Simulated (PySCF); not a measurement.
Consider C$_{5}$H$_{8}$F$_{3}$ (SMILES C[CH][C@H](CF)C(F)F) (doublet).

The calculation's input:

```
{"job": {"kind": "epr", "basis": "pcH-1"}, "charge": 0, "multiplicity": 2}
C      2.192775    -0.087567     0.141856
C      0.879511    -0.360872    -0.468865
C     -0.374301    -0.122058     0.285836
C     -1.463161    -1.133373    -0.087802
F     -2.548394    -0.984179     0.740042
C     -0.935341     1.296601     0.023761
F     -1.110906     1.510363    -1.301087
F     -0.062160     2.239001     0.447609
H      2.994277    -0.518022    -0.453084
H      2.243670    -0.479857     1.158679
H      2.375375     0.992406     0.215714
H      0.803743    -0.506887    -1.531969
H     -0.188349    -0.174842     1.364228
H     -1.815318    -0.977894    -1.111865
H     -1.100661    -2.156898     0.038609
H     -1.898358     1.473022     0.526925
```

Run with:

```sh
OMP_NUM_THREADS=1 python probes_run.py task.json out
```

Geometry: GFN2-xTB.

Method: UKS B3LYP, pcH-1 on C F H, non-relativistic, mean-field spin-orbit, GIAO (PySCF).

> Predict the electron density, electron localisation function and spin density between the atoms.

C–F (1.35 Å): the density is about 2.3 e/Å³ at the midpoint, with its minimum of 1.8 e/Å³ about 0.5 Å from C; the ELF peaks at about 0.85 between the atoms: a polar covalent bond.
C–H (1.09 Å): ρ at the midpoint is about 2.1 e/Å³; the ELF climbs to about 1 towards the hydrogen, as it does in any bond to H (a covalent bond by its length).
C–C (1.53 Å): the density is about 1.7 e/Å³ at the midpoint; the ELF peaks at about 0.95 between the atoms; a shared electron pair.
The unpaired spin (1 electron) lies mostly on C2 (about 0.7), in electrons by Hirshfeld's partition.

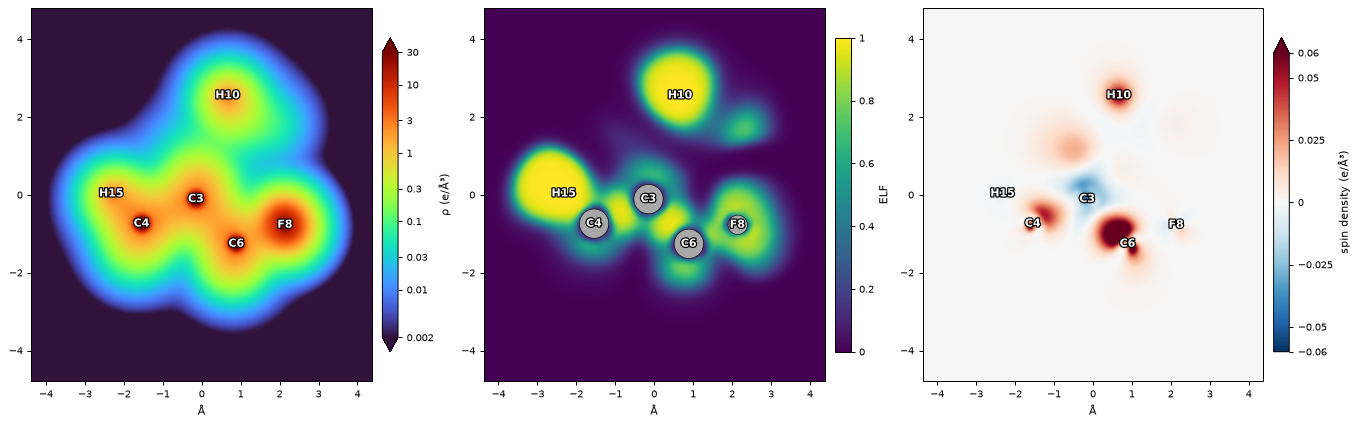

Computed electron density, electron localisation function and spin density on the plane of atoms C3, C4 and H15, in this order. Grey discs cover the atomic cores in the ELF map. 
